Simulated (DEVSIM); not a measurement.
System: Cr/AlN/p-Ge capacitor, at 300 K.

| layer (left to right) | material | thickness (nm) | Na (cm⁻³) |
|---|---|---|---|
| 1 | AlN | 28.0 | - |
| 2 | Ge | 18000 | 1.1e15 |

Metal gate on the left, work function 4.5 eV. Fixed charge at the semiconductor interface 0 cm⁻² (in units of +e); interface traps 1.8e12 cm⁻² eV⁻¹, uniform in energy, neutral level at 0.5 of the gap above the valence band.

Constants are typed, rounded textbook-type inputs, not results; the design itself was drawn at random and stands for no fabricated device. Values at 300 K.

| parameter | AlN | Ge |
|---|---|---|
| gap (eV) | 6.1 | 0.664 |
| affinity (eV) | 1.9 | 4 |
| permittivity | 8.5 | 16 |
| Nc (cm⁻³) | - | 1.04e19 |
| Nv (cm⁻³) | - | 6e18 |

DEVSIM, 1D Poisson equation in equilibrium, Boltzmann statistics, complete ionisation; no quantum confinement or tunnelling. Metal contacts follow the ideal Schottky-Mott rule: no Fermi-level pinning, no interface dipoles.

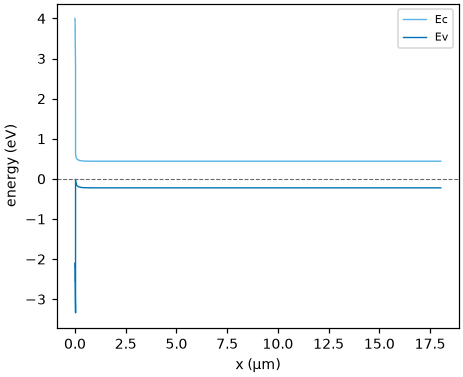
Figure: Band edges at -1.4 V on the gate

Energies count from the Fermi level of the right contact; mesh points crowd at the junctions.

| x (μm) | Ec (eV) | Ev (eV) | n (cm⁻³) | p (cm⁻³) | field (V/cm) |
|---|---|---|---|---|---|
| 0.000 | 4.000 | -2.100 | < 1e2 | < 1e2 | -440000 |
| 0.001951 | 3.913 | -2.187 | < 1e2 | < 1e2 | -440000 |
| 0.006901 | 3.694 | -2.406 | < 1e2 | < 1e2 | -440000 |
| 0.01772 | 3.214 | -2.886 | < 1e2 | < 1e2 | -440000 |
| 0.02593 | 2.850 | -3.250 | < 1e2 | < 1e2 | -440000 |
| 0.02795 | 2.761 | -3.339 | < 1e2 | < 1e2 | -440000 |
| 0.02994 | 0.633 | -0.031 | 2.4e8 | 1.8e18 | -100000 |
| 0.03887 | 0.581 | -0.083 | 1.8e9 | 2.4e17 | -37000 |
| 0.06010 | 0.534 | -0.130 | 1.1e10 | 3.9e16 | -14000 |
| 0.1188 | 0.488 | -0.176 | 6.6e10 | 6.6e15 | -4500 |
| 0.2811 | 0.454 | -0.210 | 2.5e11 | 1.8e15 | -910 |
| 1.013 | 0.442 | -0.222 | 4.0e11 | 1.1e15 | ≈ 0 |
| 2.754 | 0.442 | -0.222 | 4.0e11 | 1.1e15 | ≈ 0 |
| 7.566 | 0.442 | -0.222 | 4.0e11 | 1.1e15 | ≈ 0 |
| 15.19 | 0.442 | -0.222 | 4.0e11 | 1.1e15 | ≈ 0 |
| 17.00 | 0.442 | -0.222 | 4.0e11 | 1.1e15 | ≈ 0 |
| 17.67 | 0.442 | -0.222 | 4.0e11 | 1.1e15 | ≈ 0 |
| 17.90 | 0.442 | -0.222 | 4.0e11 | 1.1e15 | ≈ 0 |
| 18.00 | 0.442 | -0.222 | 4.0e11 | 1.1e15 | ≈ 0 |
| 18.02 | 0.442 | -0.222 | 4.0e11 | 1.1e15 | ≈ 0 |
| 18.02 | 0.442 | -0.222 | 4.0e11 | 1.1e15 | ≈ 0 |
| 18.03 | 0.442 | -0.222 | 4.0e11 | 1.1e15 | ≈ 0 |
